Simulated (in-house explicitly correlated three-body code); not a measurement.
Two electrons around a point charge Z = 9.4. Computed variationally in 260 exponentially correlated functions with an in-house code, non-relativistic, converged to about 10⁻⁸ of the energy. Wanted, and plotted below: the distribution of the distance r₁₂ between the electrons in the ground state (one pair, times 4πr₁₂²) and its difference from that of the Kohn-Sham determinant with the same density, the Coulomb hole.

The pair density peaks near r₁₂ = 0.19 bohr, and ⟨r₁₂⟩ = 0.2449 bohr. Correlation takes weight from short distances: the hole is deepest (−0.085 bohr⁻¹) near 0.095 bohr and first changes sign near 0.19 bohr, moving 0.93 % of the pair outwards. The mean cosine of the angle between the electrons is −0.0141, and the density-functional correlation energy is −45.63 millihartree.

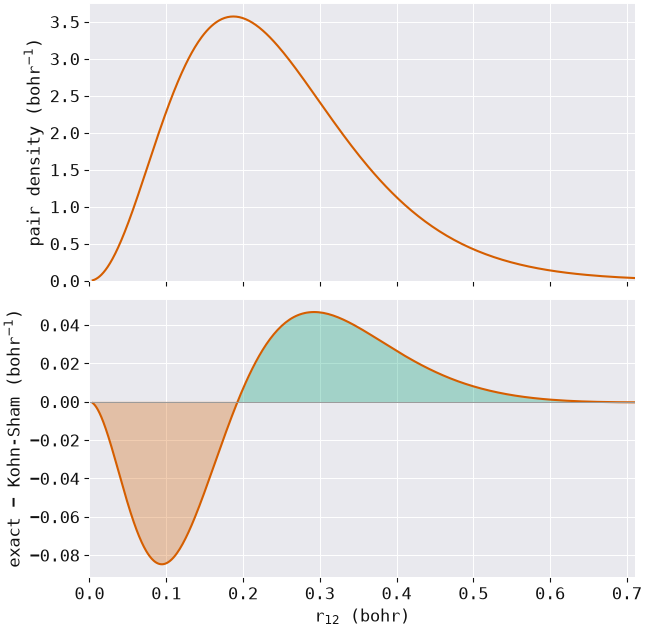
